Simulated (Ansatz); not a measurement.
**ClH5Si2: density, localisation and related maps**

```xyz
8

Si   -0.4037   -0.2387    1.1332
Si    0.0401    0.6264   -1.3428
Cl    1.2901   -0.9384   -0.1105
H    -0.1090   -0.2413   -2.5643
H     1.2197    1.4716   -1.7437
H    -1.7436   -0.7099    0.7193
H    -0.2929    1.1483    1.6352
H    -0.0007   -1.1180    2.2739
```

A transition-state structure; geometry: PBE0-D4/def2-TZVP.

Level of theory: RKS PBE0-D4/def2-TZVPP in Ansatz 0.2.0.

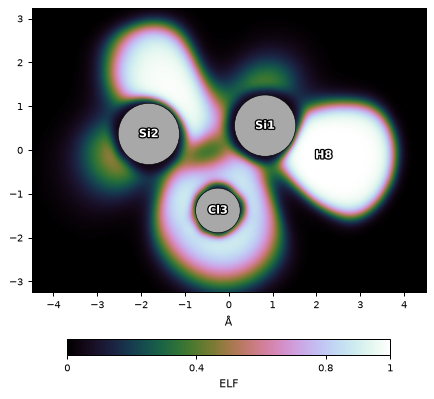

Figure 1. ELF on the plane of atoms Cl3, Si1 and H8. Grey discs cover the atomic cores.

> Describe what can be read from this map.

The section cuts through Si, Cl and H sites. Si–Cl (2.21 Å): the ELF peaks at about 0.85 between the atoms: a shared but strongly polarised pair. Si–H (1.50 Å): the ELF climbs to about 1 towards the hydrogen, as it does in any bond to H. Si–Cl (2.35 Å): the ELF peaks at about 0.85 between the atoms (a shared but strongly polarised pair). The ELF also peaks beside Cl3 and Si2, away from the bonds: lone-pair regions.

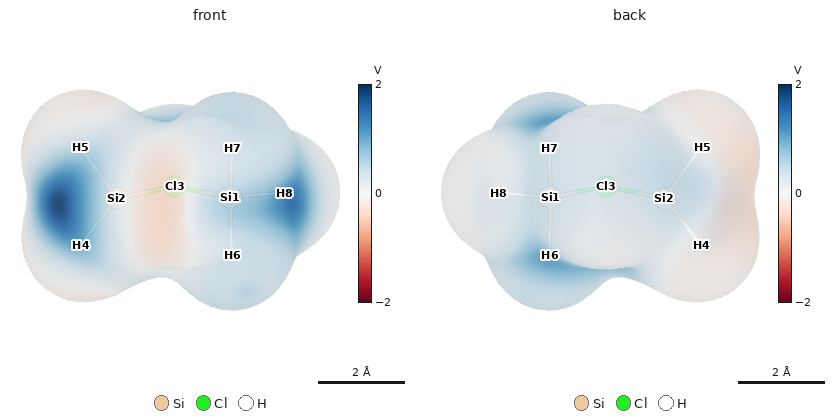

Figure 2. The electrostatic potential painted on the density surface at 0.002 e/bohr³, seen from the front and from behind; red is negative and blue positive.

> Which sites attract a positive test charge, and which a negative one?

A positive charge is drawn to the negative regions and a negative charge to the positive ones. The most negative region (about −0.3 V) lies over H7, the most positive (about +1.7 V) over Si2.

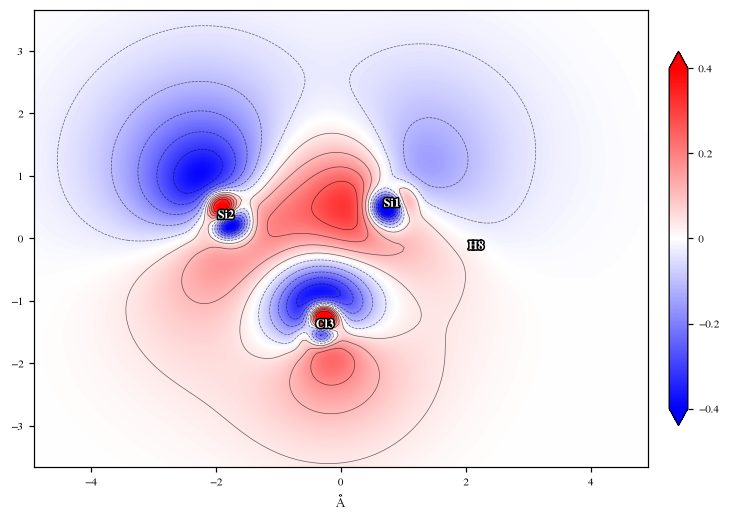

Figure 3. One frontier orbital on the plane of atoms Cl3, Si1 and H8 (values in Å⁻³ᐟ²; the overall sign is arbitrary).

> Which orbital is it: HOMO or LUMO?

The LUMO, at −1.68 eV. Its weight (Hirshfeld) is mainly on Si2 (about 45 %), Si1 (about 20 %) and Cl3 (about 20 %).
